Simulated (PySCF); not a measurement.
# H: dipole response in aug-cc-pVQZ-DK

How polarisable is H at the levels listed below?

Method: unrestricted determinants in a Gaussian basis, no spin-orbit coupling in the energies. Code: PySCF 2.14.0.

## (1) The atom as given

| Quantity | Value |
| --- | --- |
| Element | hydrogen (Z = 1) |
| Basis | aug-cc-pVQZ-DK |
| Hamiltonian | the spin-free X2C one-electron Hamiltonian (Gaussian nucleus) |
| State 1 | H: 1s1, 2S determinant |
| Methods | UHF, PBE, PBE0, LC-wPBE, wB97X |

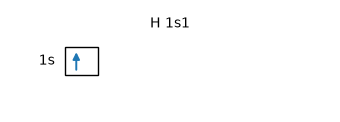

Occupation of the outer shells (arrows by Hund's rule).

The runs were made by one driver on top of PySCF. The scripts below sum up each run's settings (the driver also hands on starting orbitals that pick excited configurations, and frozen orbitals as a list rather than a count), and the logs come from the driver's own runs. The driver starts from symmetry-adapted Hartree-Fock orbitals, holds the occupation by maximum overlap and uses a logarithmic radial grid for functionals, so a plain start would take other cycles.

The integrals over 46 functions and the set-up took 0.06 s of CPU time.

## (2) H: the ladder of methods

Level: UHF.

The input, input.py:

```python
from pyscf import gto, scf, dft, mp, cc
import basis_set_exchange as bse
mol = gto.M(atom="H 0 0 0", charge=0, spin=1, symmetry="D2h",
            basis=gto.basis.parse(bse.get_basis("aug-cc-pVQZ-DK", elements=["H"], fmt="nwchem")),
            nucmod="G")
mf = scf.UHF(mol).sfx2c1e()
mf.irrep_nelec = {'Ag': (1, 0)}
mf.kernel()
```

Output:

```text
damping factor = 0
level_shift factor = 0
DIIS = <class 'pyscf.scf.diis.CDIIS'>
diis_start_cycle = 1
diis_space = 10
diis_damp = 0
SCF conv_tol = 1e-09
SCF conv_tol_grad = None
number electrons alpha = 1  beta = 0
cycle= 1 E= -0.499954926833505  delta_E= -7.41e-11  |g|= 2.09e-06  |ddm|= 2.46e-05
converged SCF energy = -0.499954926833505  <S^2> = 0.75  2S+1 = 2
```

CPU time 0.24 s on a shared host, the integrals not counted.

Orbital energies by shell (radii are means over both spins):

| shell | electrons | mean orbital energy (eV) | spread (eV) | rms radius (bohr) |
| --- | --- | --- | --- | --- |
| 1s α | 1 | -13.604 | 0 | 1.73 |

⟨S²⟩ = 0.750, ⟨L²⟩ = 0.00.

The driver then solved the coupled dipole response at imaginary frequencies: mean α = 4.495 bohr³, C₆ = 6.498 au for a like pair.

Level: PBE.

input.py differs from the last one in:

```diff
@@ -5,3 +5,3 @@
             nucmod="G")
-mf = scf.UHF(mol).sfx2c1e()
+mf = dft.UKS(mol, xc="PBE").sfx2c1e()
 mf.irrep_nelec = {'Ag': (1, 0)}
```

Output:

```text
damping factor = 0
level_shift factor = 0
DIIS = <class 'pyscf.scf.diis.CDIIS'>
diis_start_cycle = 1
diis_space = 10
diis_damp = 0
SCF conv_tol = 1e-09
SCF conv_tol_grad = None
number electrons alpha = 1  beta = 0
XC functionals = PBE
    J. P. Perdew, K. Burke, and M. Ernzerhof.,  Phys. Rev. Lett. 77, 3865 (1996)
    J. P. Perdew, K. Burke, and M. Ernzerhof.,  Phys. Rev. Lett. 78, 1396 (1997)
    J. P. Perdew, K. Burke, and M. Ernzerhof.,  Phys. Rev. Lett. 77, 3865 (1996)
    J. P. Perdew, K. Burke, and M. Ernzerhof.,  Phys. Rev. Lett. 78, 1396 (1997)
cycle= 1 E= -0.499936217133618  delta_E= -0.000557  |g|= 0.0032  |ddm|= 0.137
cycle= 2 E= -0.499941611233971  delta_E= -5.39e-06  |g|= 0.00025  |ddm|= 0.0229
cycle= 3 E= -0.499941728322141  delta_E= -1.17e-07  |g|= 4.45e-05  |ddm|= 0.0015
cycle= 4 E= -0.499941730387333  delta_E= -2.07e-09  |g|= 2.34e-07  |ddm|= 0.000312
cycle= 5 E= -0.49994173038738  delta_E= -4.69e-14  |g|= 1.72e-09  |ddm|= 7.97e-07
converged SCF energy = -0.49994173038738  <S^2> = 0.75  2S+1 = 2
```

CPU time 0.14 s on a shared host, the integrals not counted.

The driver then solved the coupled dipole response at imaginary frequencies: mean α = 5.453 bohr³, C₆ = 8.491 au for a like pair.

Level: PBE0.

input.py differs from the last one in:

```diff
@@ -5,3 +5,3 @@
             nucmod="G")
-mf = dft.UKS(mol, xc="PBE").sfx2c1e()
+mf = dft.UKS(mol, xc="PBE0").sfx2c1e()
 mf.irrep_nelec = {'Ag': (1, 0)}
```

Output:

```text
damping factor = 0
level_shift factor = 0
DIIS = <class 'pyscf.scf.diis.CDIIS'>
diis_start_cycle = 1
diis_space = 10
diis_damp = 0
SCF conv_tol = 1e-09
SCF conv_tol_grad = None
number electrons alpha = 1  beta = 0
XC functionals = PBE0
    C. Adamo and V. Barone.,  J. Chem. Phys. 110, 6158 (1999)
    M. Ernzerhof and G. E. Scuseria.,  J. Chem. Phys. 110, 5029 (1999)
cycle= 1 E= -0.501273980963129  delta_E= -0.000257  |g|= 0.00223  |ddm|= 0.0845
cycle= 2 E= -0.50127737930509  delta_E= -3.4e-06  |g|= 0.000263  |ddm|= 0.0104
cycle= 3 E= -0.50127743174286  delta_E= -5.24e-08  |g|= 3.91e-06  |ddm|= 0.00138
cycle= 4 E= -0.501277431758106  delta_E= -1.52e-11  |g|= 9.68e-08  |ddm|= 1.73e-05
converged SCF energy = -0.501277431758106  <S^2> = 0.75  2S+1 = 2
```

CPU time 0.2 s on a shared host, the integrals not counted.

The driver then solved the coupled dipole response at imaginary frequencies: mean α = 5.152 bohr³, C₆ = 7.849 au for a like pair.

Level: LC-wPBE.

input.py differs from the last one in:

```diff
@@ -5,3 +5,3 @@
             nucmod="G")
-mf = dft.UKS(mol, xc="PBE0").sfx2c1e()
+mf = dft.UKS(mol, xc="LC_WPBE").sfx2c1e()
 mf.irrep_nelec = {'Ag': (1, 0)}
```

Output:

```text
damping factor = 0
level_shift factor = 0
DIIS = <class 'pyscf.scf.diis.CDIIS'>
diis_start_cycle = 1
diis_space = 10
diis_damp = 0
SCF conv_tol = 1e-09
SCF conv_tol_grad = None
number electrons alpha = 1  beta = 0
XC functionals = LC_WPBE
    O. A. Vydrov and G. E. Scuseria.,  J. Chem. Phys. 125, 234109 (2006)
cycle= 1 E= -0.506201631551625  delta_E= -0.000254  |g|= 0.00446  |ddm|=  0.1
cycle= 2 E= -0.506222862981113  delta_E= -2.12e-05  |g|= 0.00117  |ddm|= 0.0172
cycle= 3 E= -0.50622517447609  delta_E= -2.31e-06  |g|= 9.9e-05  |ddm|= 0.00537
cycle= 4 E= -0.506225199387837  delta_E= -2.49e-08  |g|= 4.08e-06  |ddm|= 0.00055
cycle= 5 E= -0.506225199418715  delta_E= -3.09e-11  |g|= 1.45e-07  |ddm|= 2.78e-05
converged SCF energy = -0.506225199418715  <S^2> = 0.75  2S+1 = 2
```

CPU time 0.27 s on a shared host, the integrals not counted.

The driver then solved the coupled dipole response at imaginary frequencies: mean α = 5.119 bohr³, C₆ = 7.798 au for a like pair.

Level: wB97X.

input.py differs from the last one in:

```diff
@@ -5,3 +5,3 @@
             nucmod="G")
-mf = dft.UKS(mol, xc="LC_WPBE").sfx2c1e()
+mf = dft.UKS(mol, xc="WB97X").sfx2c1e()
 mf.irrep_nelec = {'Ag': (1, 0)}
```

Output:

```text
damping factor = 0
level_shift factor = 0
DIIS = <class 'pyscf.scf.diis.CDIIS'>
diis_start_cycle = 1
diis_space = 10
diis_damp = 0
SCF conv_tol = 1e-09
SCF conv_tol_grad = None
number electrons alpha = 1  beta = 0
XC functionals = WB97X
    J.-D. Chai and M. Head-Gordon.,  J. Chem. Phys. 128, 084106 (2008)
cycle= 1 E= -0.501588492823228  delta_E= -0.000277  |g|= 0.0046  |ddm|= 0.084
cycle= 2 E= -0.501614935956606  delta_E= -2.64e-05  |g|= 0.0013  |ddm|= 0.0169
cycle= 3 E= -0.501618013993366  delta_E= -3.08e-06  |g|= 8.81e-05  |ddm|= 0.00602
cycle= 4 E= -0.501618033787305  delta_E= -1.98e-08  |g|= 2.16e-06  |ddm|= 0.000523
cycle= 5 E= -0.501618033796397  delta_E= -9.09e-12  |g|= 1.55e-07  |ddm|= 1.82e-05
converged SCF energy = -0.501618033796397  <S^2> = 0.75  2S+1 = 2
```

CPU time 0.31 s on a shared host, the integrals not counted.

The driver then solved the coupled dipole response at imaginary frequencies: mean α = 5.241 bohr³, C₆ = 8.044 au for a like pair.

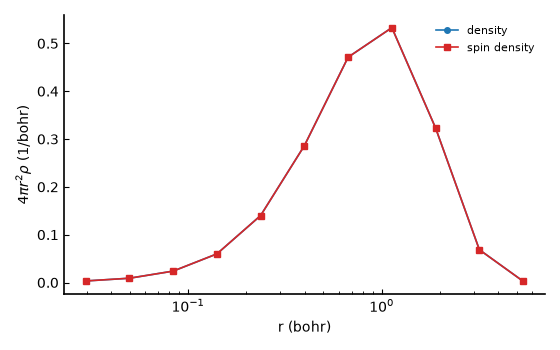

Radial density 4πr²ρ of H at UHF, at 11 stored radii joined by straight lines.

## (3) Polarisabilities and C₆

H, in atomic units:

| method | mean α | C₆ (like pair) | S(−4) |
| --- | --- | --- | --- |
| UHF | 4.495 | 6.498 | 26.13 |
| PBE | 5.453 | 8.491 | 40.41 |
| PBE0 | 5.152 | 7.849 | 35.59 |
| LC-wPBE | 5.119 | 7.798 | 34.82 |
| wB97X | 5.241 | 8.044 | 36.88 |

Reference α: 4.507 bohr³ (recommended; Schwerdtfeger and Nagle, table of static dipole polarizabilities (2023 update)). Published C₆: 6.499 (Chu and Dalgarno (2004); Tang, Norbeck and Certain (1976)).

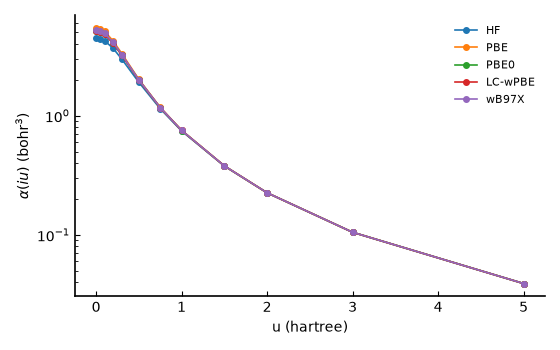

α(iu) of H, the polarisability at imaginary frequency, on a logarithmic scale.

## (4) What came out

| quantity | value |
| --- | --- |
| α of H | 4.495 (UHF) to 5.453 (PBE) bohr³; reference 4.507 |

For H UHF is nearest the reference (-0 %). All values hold for this basis alone; no basis-set limit was taken.
